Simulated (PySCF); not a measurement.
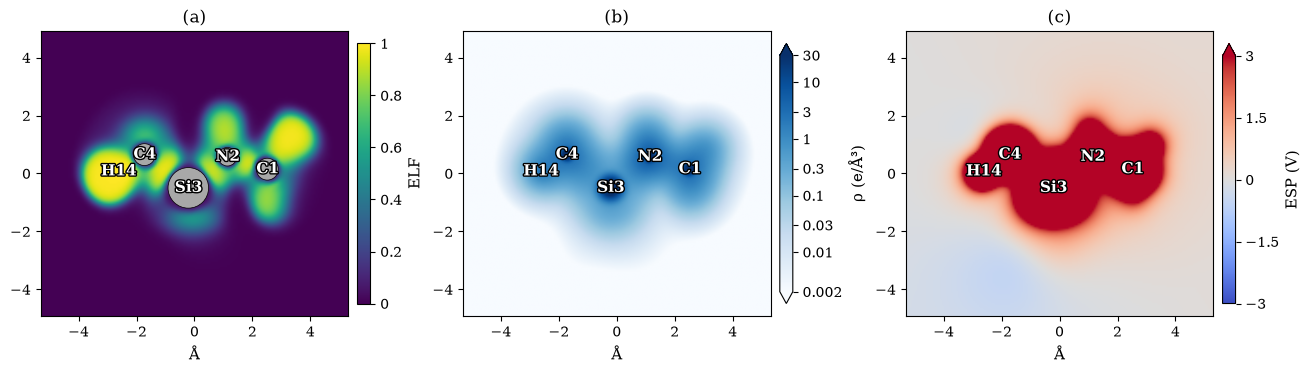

The picture shows: C₂H₁₀FNSi₂. (a) ELF; (b) electron density; (c) electrostatic potential on the plane of atoms N2, Si3 and C4. Grey discs cover the atomic cores in the ELF map.

Geometry: GFN2-xTB.

Theory: PBE0/pcSseg-1, SCF density, gas phase, non-relativistic (PySCF).

The calculation's input:

```
{"job": {"kind": "nmr", "xc": "PBE0", "basis": "pcSseg-1"}, "charge": 0, "multiplicity": 1}
C     -2.158438    -0.743503    -0.439177
N     -1.259256     0.345416    -0.143849
Si     0.294232     0.149484     0.580138
C      1.017737     1.906674     0.623728
Si     1.483631    -1.273455    -0.788294
F      2.957313    -1.440668    -0.138697
H     -1.576208    -1.612265    -0.739277
H     -2.823418    -0.470678    -1.261099
H     -2.773668    -1.024688     0.422670
H     -1.769679     1.188490     0.073448
H      0.243207    -0.321156     1.990358
H      0.446720     2.566500     1.270182
H      1.040336     2.352797    -0.366143
H      2.036435     1.886006     0.996649
H      1.034233    -2.665400    -0.867559
H      1.799225    -0.834610    -2.147344
```

Run with:

```sh
OMP_NUM_THREADS=1 python probes_run.py task.json out
```

Question: Interpret the plot.

Answer: Atoms in the plane: C, N, Si and H. C–N (1.44 Å): ρ is about 1.9 e/Å³ halfway; the ELF peaks at about 0.95 between the atoms; a shared electron pair. Si–N (1.73 Å): ρ is about 1.1 e/Å³ halfway; the ELF peaks at about 0.90 between the atoms; a shared but strongly polarised pair. C–Si (1.90 Å): ρ is about 0.91 e/Å³ halfway; the ELF peaks at about 0.95 between the atoms, as expected for a covalent bond. C–H (1.09 Å): ρ is about 2 e/Å³ halfway; the ELF climbs to about 1 towards the hydrogen, as it does in any bond to H (an ordinary covalent bond to hydrogen). Outside the dense part of the molecule the potential is most negative (−0.5 V) near F6, which lies off the plane.
